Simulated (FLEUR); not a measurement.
Band structure of Al₂Au (Fm-3m, 3 atoms in the cell).

```yaml
crystal:
  lattice:
    - [0.00000, 3.04317, 3.04317]
    - [3.04317, 0.00000, 3.04317]
    - [3.04317, 3.04317, 0.00000]
  atoms:
    - { symbol: Al, position: [0.25000, 0.25000, 0.25000] }
    - { symbol: Al, position: [0.75000, 0.75000, 0.75000] }
    - { symbol: Au, position: [0.00000, 0.00000, 0.00000] }
```

Computed with PBE, all-electron FLAPW (FLEUR), scalar-relativistic valence run with FLEUR.

Settings: Kmax = 4.5 1/bohr; GmaxXC = 22.5 1/bohr; xcFunctional = pbe; jspins = 1; l_soc = F; mode = hist; fermiSmearingEnergy = 0.00367493 Htr; mesh (inpgen div1-3) = 9 9 9; inpgen gamma flag = false; Gmax = 22.5 1/bohr; numbands = 0; maxIterBroyd = 25; imix = Anderson; alpha = 0.05.

The starting cell comes from a database of computed structures (which also holds hypothetical and non-ambient phases and stackings), without a prior relaxation at this level. Its lattice was rescaled by a random factor within 2.5 % of one. Spin-orbit coupling is off. Values depend on the basis (sphere radii, cutoffs, local orbitals), which need not be converged.

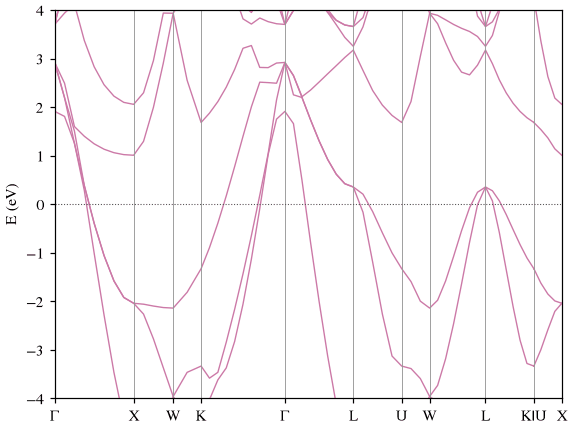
Bands along the path, energies from the Fermi level.

Levels in eV from the Fermi level, bands 18 to 25:
```json
[
 {"point": "Γ", "18": "-5.47", "19": "1.91", "20": "2.92", "21": "2.92", "22": "2.92", "23": "3.70", "24": "3.70", "25": "3.70"},
 {"point": "X", "18": "-5.19", "19": "-4.90", "20": "-2.04", "21": "-2.04", "22": "1.01", "23": "2.06", "24": "7.58", "25": "9.43"},
 {"point": "W", "18": "-5.07", "19": "-3.96", "20": "-3.96", "21": "-2.14", "22": "3.93", "23": "3.93", "24": "5.05", "25": "5.24"},
 {"point": "K", "18": "-5.38", "19": "-4.53", "20": "-3.33", "21": "-1.33", "22": "1.68", "23": "4.24", "24": "5.88", "25": "7.39"},
 {"point": "L", "18": "-5.36", "19": "-5.31", "20": "0.35", "21": "0.35", "22": "3.17", "23": "3.25", "24": "3.66", "25": "3.66"},
 {"point": "U", "18": "-5.38", "19": "-4.53", "20": "-3.33", "21": "-1.33", "22": "1.68", "23": "4.24", "24": "5.88", "25": "7.39"}
]
```
